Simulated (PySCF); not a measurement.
```yaml
atoms:
  - { symbol: C, position_ang: [-1.7379, -0.8375, 0.0734] }
  - { symbol: C, position_ang: [-1.0013, 0.4935, 0.1461] }
  - { symbol: Si, position_ang: [0.6400, 0.4555, -0.8128] }
  - { symbol: S, position_ang: [1.6356, 2.3797, -0.6699] }
  - { symbol: C, position_ang: [1.7493, -0.6148, 0.2081] }
  - { symbol: N, position_ang: [2.5092, -1.5612, 0.0862] }
  - { symbol: H, position_ang: [-2.6781, -0.7929, 0.6202] }
  - { symbol: H, position_ang: [-1.9571, -1.0988, -0.9591] }
  - { symbol: H, position_ang: [-1.1319, -1.6338, 0.5001] }
  - { symbol: H, position_ang: [-0.8249, 0.7442, 1.1947] }
  - { symbol: H, position_ang: [-1.6440, 1.2783, -0.2568] }
  - { symbol: H, position_ang: [0.4033, 0.3142, -2.2504] }
  - { symbol: H, position_ang: [0.9677, 2.8243, 0.3824] }
  - { symbol: H, position_ang: [3.0694, -1.9513, 0.8357] }
```

Geometry: GFN2-xTB.

Computed with UKS B3LYP, pcH-1 on C H N S Si, non-relativistic, mean-field spin-orbit, GIAO (PySCF).

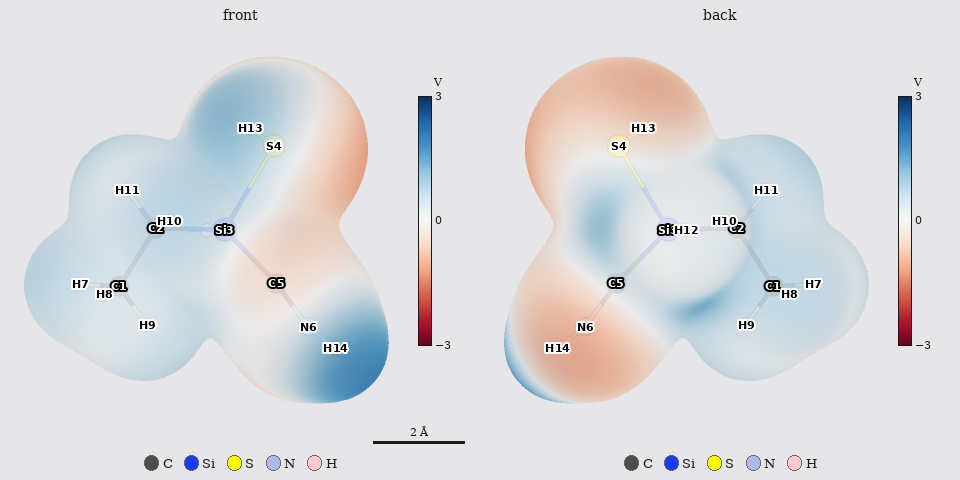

C$_{3}$H$_{8}$NSSi (doublet). The molecular electrostatic potential painted on the density surface at 0.002 e/bohr³, seen from the front and from behind; red is negative and blue positive.

> Describe the electrostatic potential map.

The most negative region (about −1.1 V) lies over S4 and N6, the most positive (about +2.0 V) over H14.
